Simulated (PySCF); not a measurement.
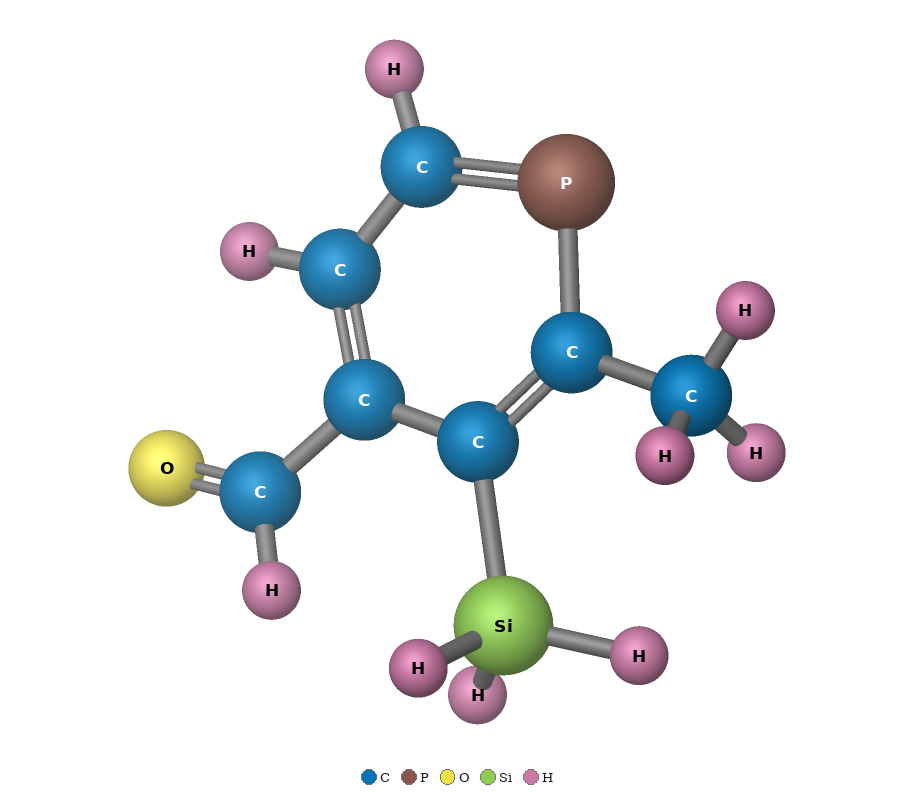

Computed geometry: GFN2-xTB optimisation. No frequency run is at hand to confirm it as a minimum. Properties computed with PBE0/pcSseg-1, gas phase (PySCF 2.14.0).

Computed properties:

The species is C7H9OPSi (`Cc1pccc(C=O)c1[SiH3]`).
- dipole moment: 2.56 D
- HOMO energy (Kohn–Sham orbital): −7.41 eV
- LUMO energy (Kohn–Sham orbital): −2.68 eV
- HOMO–LUMO gap: 4.73 eV

The geometry is semi-empirical. Around P, Si such bond lengths and angles can be off by a tenth of an ångström or more and by several degrees, and values that hang on the shape move with them.
